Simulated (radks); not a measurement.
Fe³⁺ (Z = 26, 23 electrons) in the configuration [Ar] 3d3 4s2. The calculation used the in-house radial solver radks at this level: scalar-relativistic Kohn-Sham, BLYP, spin-unpolarised, spherical densities, point nucleus.

```
Z 26
configuration [Ar] 3d3 4s2 4p0 5s0 4d0
relativity scalar-relativistic
functional b88,lyp
spin unpolarised
nucleus point
c 137.035999084
```

Wanted: the radial probability densities P² of 1s, 3p, 2s and 2p.

1s: outer maximum at 0.0383 bohr, ⟨r⟩ = 0.0585 bohr, 0 nodes, eigenvalue −7059 eV; 2p: outer maximum at 0.180 bohr, ⟨r⟩ = 0.236 bohr, 0 nodes, eigenvalue −758.6 eV; 2s: outer maximum at 0.222 bohr, ⟨r⟩ = 0.267 bohr, 1 node, eigenvalue −879.9 eV; 3p: outer maximum at 0.699 bohr, ⟨r⟩ = 0.818 bohr, 1 node, eigenvalue −113.4 eV.

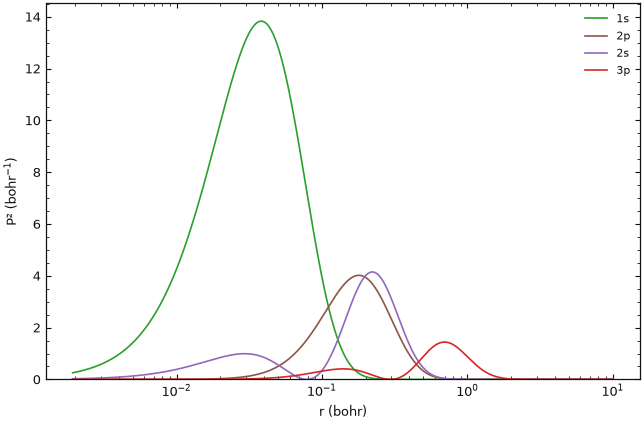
